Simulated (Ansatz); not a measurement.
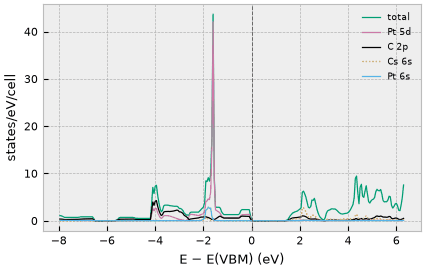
*Total and projected density of states of Cs2PtC2 in space group P-3m1 (No. 164; Cs on 2d, Pt on 1a, C on 2c), plane-wave PAW r²SCAN (Ansatz code)*

Q: Which orbitals carry the states next to the gap?

A: Top 1 eV of the valence band: Pt 5d 54 %, C 2p 41 %. Bottom 1 eV of the conduction band: Cs 6s 32 %, C 2p 24 %, outside the projected shells 36 %. Projections are on Löwdin-orthogonalised atomic valence shells; empty p or d shells of many metals are not among them.

Q: Where is the tallest occupied peak in this window, and what makes it?

A: Near -1.6 eV, about 44 states/eV per cell; the largest projected share is Pt 5d.

The first step of the workflow began from a Materials Project structure, measured or hypothetical; the Crystallography Open Database files this formula in space group No. 164, but the cells were not matched. Whether it is the stable phase at ambient conditions was not checked. Symmetry was held in the r²SCAN relaxation; its stability against distortions is not shown here. The run is not spin-polarised. Scalar-relativistic: spin–orbit coupling is off unless named, which matters more the heavier the elements.

Potentials: the later of the program's two PAW sets.
